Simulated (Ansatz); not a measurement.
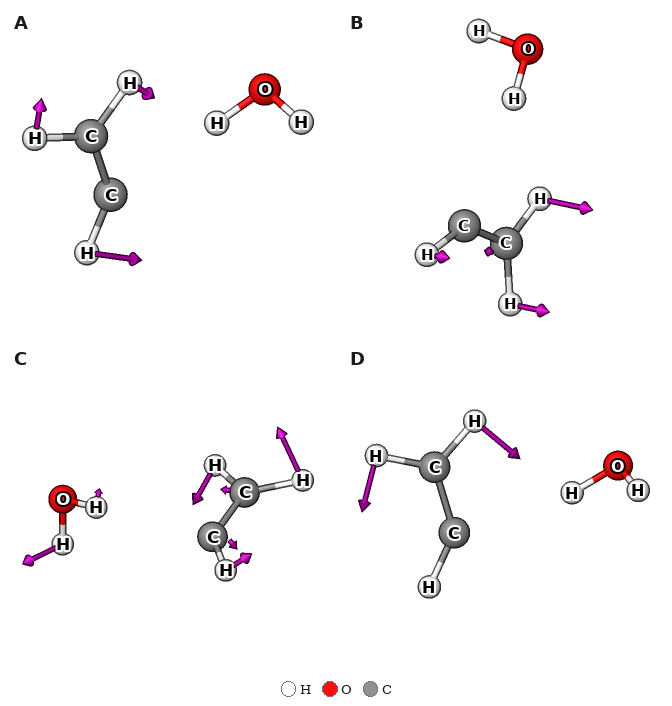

4 normal modes of one molecule or complex, as arrows. The species is neutral and a spin doublet. Harmonic vibrations computed with UKS PBE0-D4/def2-TZVP (Ansatz 0.2.0) at a stationary point of the same level.

### Match the panels to the wavenumbers 69 cm⁻¹, 715 cm⁻¹, 945 cm⁻¹, 1386 cm⁻¹.

A: 715 cm⁻¹, C–C–H bending
B: 945 cm⁻¹
C: 69 cm⁻¹
D: 1386 cm⁻¹, H–C–H bending
